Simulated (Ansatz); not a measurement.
# H5N2Si2 (SMILES N/[Si]=N/[SiH3]) (doublet): what the fields show

Input

```
crystal:
  periodic: [false, false, false]
  atoms:
    - {symbol: N, position_ang: [-2.315417, 2.867873, 4.339928]}
    - {symbol: N, position_ang: [-1.887578, 1.180492, 2.114984]}
    - {symbol: Si, position_ang: [-1.224148, 2.009515, 3.339913]}
    - {symbol: Si, position_ang: [-1.712590, 0.153101, 0.747547]}
    - {symbol: H, position_ang: [-3.321902, 2.876173, 4.194481]}
    - {symbol: H, position_ang: [-2.012230, 3.421079, 5.133741]}
    - {symbol: H, position_ang: [-0.604645, 0.580823, -0.163981]}
    - {symbol: H, position_ang: [-2.984167, 0.192630, -0.038799]}
    - {symbol: H, position_ang: [-1.459567, -1.273211, 1.122533]}
basis:
  gaussian:
    orbitals: def2-TZVPD
total_charge: 0
magnetization:
  spin_polarized: true
  initial_magnetization: 1
hamiltonian:
  xc: {name: PBE0}
output:
  forces: true
  orbitals: {seedname: orbitals}
```

Launched as:

```sh
ansatz run input.yaml --threads 2 --pin off --max-ram 4350MiB --events-out events.jsonl --progress --plain --runs-dir runs
```

Geometry: B3LYP-D3(BJ)/def2-SVP.

These are results of isolated molecule in a Gaussian basis; Kohn-Sham density functional theory, functional PBE0 (Ansatz), not measurements.

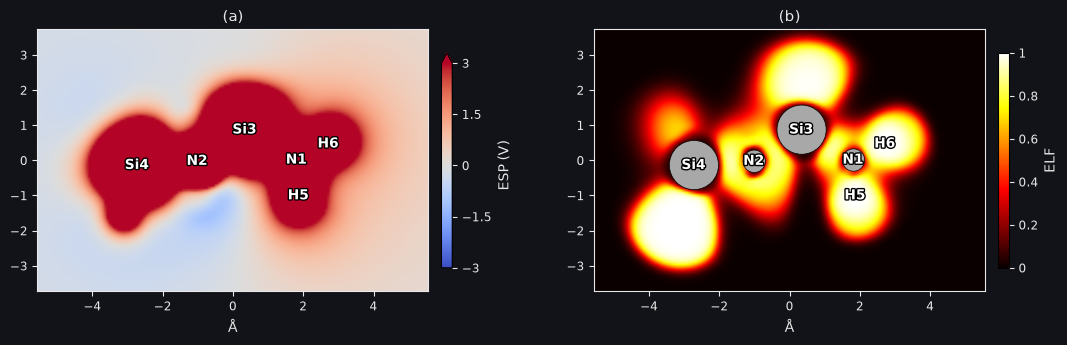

Figure 1. (a) electrostatic potential; (b) electron localisation function on the plane of atoms H5, N1 and H6. Grey discs cover the atomic cores in the ELF map.

Describe what can be read from this map.

The section cuts through N, Si and H sites.
Si–N (1.62 Å): the ELF peaks at about 0.85 between the atoms: a polar covalent bond.
N–H (1.01 Å): the ELF climbs to about 1 towards the hydrogen, as it does in any bond to H (an ordinary covalent bond to hydrogen).
Si–N (1.71 Å): the ELF peaks at about 0.90 between the atoms; a polar covalent bond.
The ELF also peaks beside N2 and Si3, away from the bonds: non-bonding electrons, paired or unpaired.
Outside the dense part of the molecule the potential is most negative (−1.1 V) near N2.

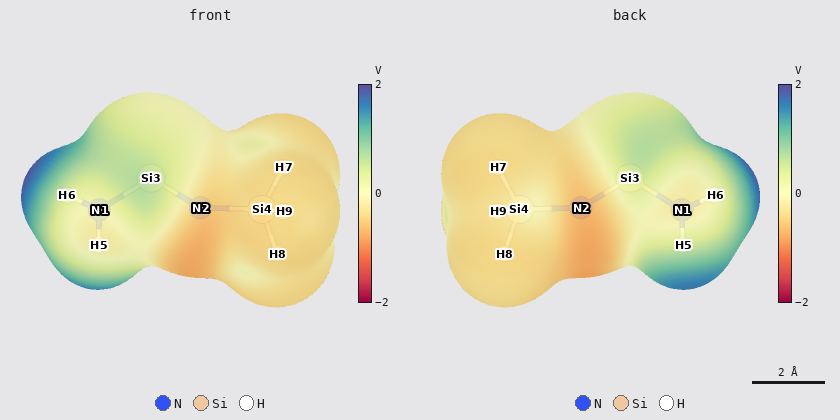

Figure 2. The molecular electrostatic potential painted on the density surface at 0.001 e/bohr³, seen from the front and from behind; the colour scale runs from red (negative) to blue (positive).

Which sites attract a positive test charge, and which a negative one?

A positive charge is drawn to the negative regions and a negative charge to the positive ones. The most negative region (about −0.8 V, or −18 kcal/mol for a unit charge) lies over N2, the most positive (about +1.9 V, or +44 kcal/mol for a unit charge) over H6.

What dipole moment does the calculation give?

Its dipole moment is 3.48 D.

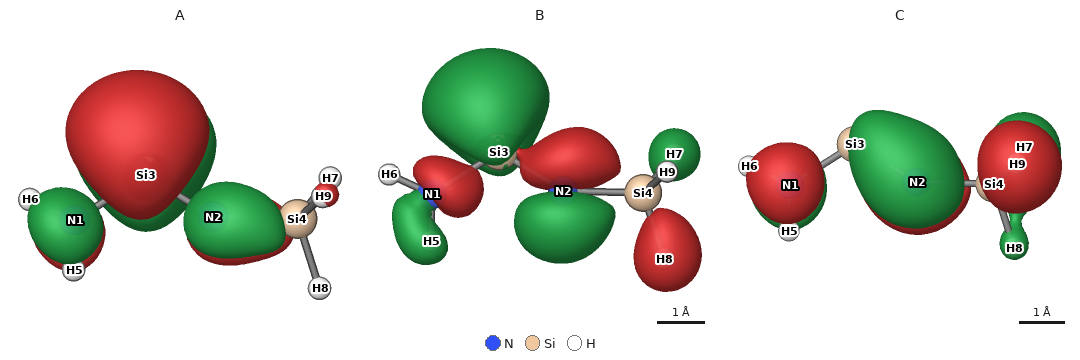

Figure 3. Three frontier orbitals at ±0.08 Å⁻³ᐟ² (green and red are the two phases), in no order.

Which picture is the HOMO−1, the HOMO and the LUMO? All are α orbitals.

C is the HOMO−1 (α) (−7.41 eV). By Hirshfeld shares it lies mainly on N2 (about 45 %), Si3 (about 15 %), N1 (about 15 %), Si4 (about 10 %) and H9 (about 10 %). B is the HOMO (α) (−6.80 eV). Its weight (Hirshfeld) is mainly on Si3 (about 50 %), N2 (about 30 %) and N1 (about 5 %). A is the LUMO (α) (−1.13 eV). By Hirshfeld shares it lies mainly on Si3 (about 70 %), N2 (about 10 %) and N1 (about 10 %).

What is the gap between the highest occupied and lowest empty α orbitals?

5.67 eV between the orbital energies.
